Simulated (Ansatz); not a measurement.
## Electronic structure of Al$_{2}$FH$_{3}$OS (SMILES [OH][Al]([SH])[AlH][F]) in real space

The calculation's input:

```
crystal:
  periodic: [false, false, false]
  atoms:
    - {symbol: O, position_ang: [-2.091334, -0.910061, -0.081470]}
    - {symbol: Al, position_ang: [-0.710227, 0.050096, 0.122450]}
    - {symbol: S, position_ang: [-0.932894, 2.045876, 1.000931]}
    - {symbol: Al, position_ang: [1.586497, -0.854694, -0.599198]}
    - {symbol: F, position_ang: [2.820804, 0.212885, -0.302949]}
    - {symbol: H, position_ang: [-2.983431, -0.661611, 0.156070]}
    - {symbol: H, position_ang: [0.387043, 2.287789, 0.913623]}
    - {symbol: H, position_ang: [2.015742, -2.227280, -1.265256]}
basis:
  gaussian: {orbitals: def2-TZVPP}
hamiltonian: {xc: pbe0, dispersion: d4}
output: {orbitals: {seedname: orbitals}}
```

Launched as:

```sh
ansatz run in.yaml --threads 2 --pin off --events-out ev --progress --plain --max-ram 4352MiB
```

Geometry: PBE0-D4/def2-TZVP.

The calculation used RKS PBE0-D4/def2-TZVPP in Ansatz.

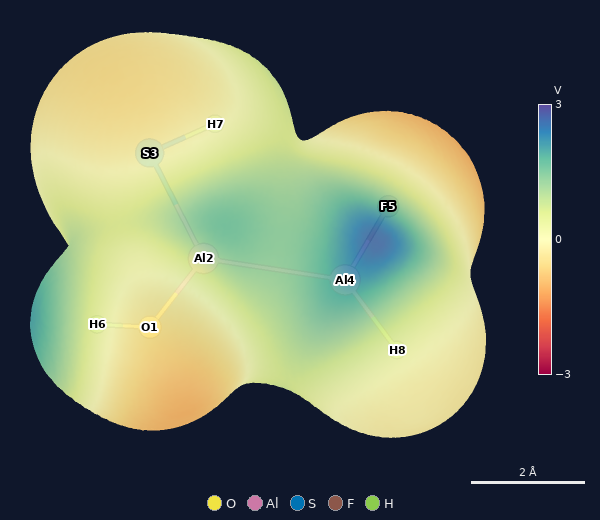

Figure 1. The molecular electrostatic potential painted on the density surface at 0.001 e/bohr³, seen at a tilt; the colour scale runs from red (negative) to blue (positive).

**Where is the surface potential most negative and most positive?**

The most negative region (about −1.1 V) lies over F5, the most positive (about +2.5 V) over Al4.

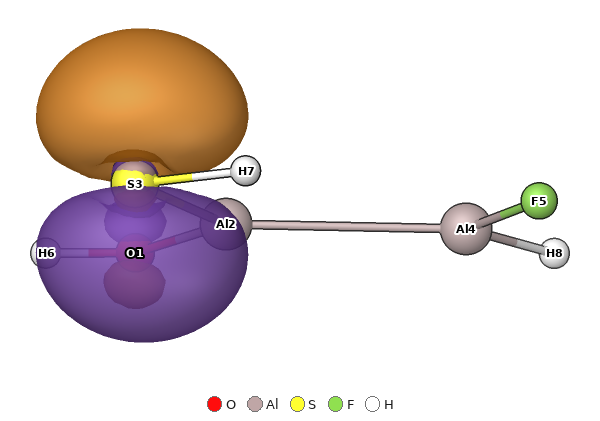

Figure 2. The HOMO−1 at ±0.15 Å⁻³ᐟ² (orange and purple are the two phases), seen from one side.

**Where does this orbital lie, and at what energy?**

It lies mainly on S3 (about 80 %); it changes sign across the molecular plane (π type). Its energy is −7.77 eV.

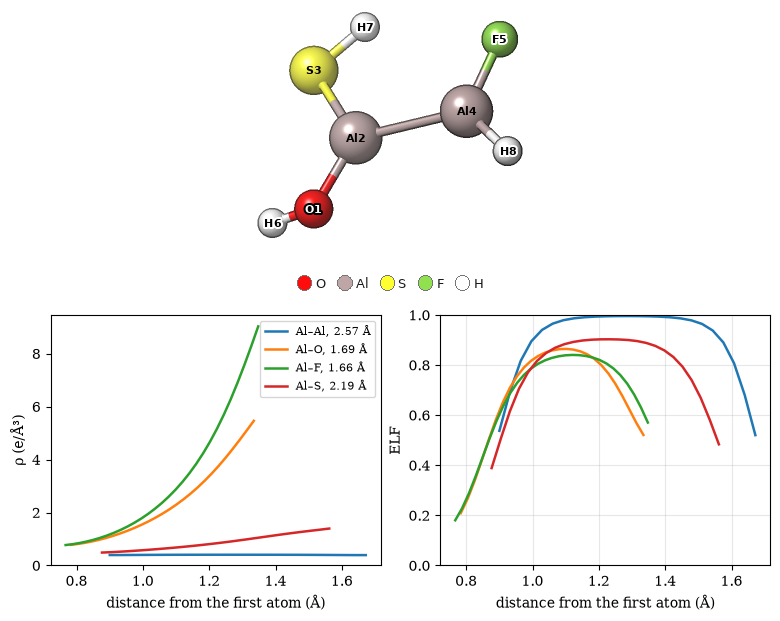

Figure 3. Electron density and electron localisation function along straight lines between neighbouring atoms. The curves leave out the atomic cores. The structure is drawn too.

**What can be read from the curves?**

Al–Al (2.57 Å): ρ at the midpoint is about 0.41 e/Å³; the ELF peaks at about 1 between the atoms (a covalent bond).
Al–O (1.69 Å): ρ is about 0.91 e/Å³ halfway; the ELF peaks at about 0.85 in the valence shell of O, 0.6 Å from its nucleus, and is about 0.40 at the midpoint.
Al–F (1.66 Å): ρ at the midpoint is about 0.9 e/Å³; the ELF peaks at about 0.85 in the valence shell of F, 0.5 Å from its nucleus, and is about 0.35 at the midpoint.
Al–S (2.19 Å): the density is about 0.67 e/Å³ at the midpoint; the ELF peaks at about 0.90 in the valence shell of S, 1.0 Å from its nucleus, and is about 0.90 at the midpoint.
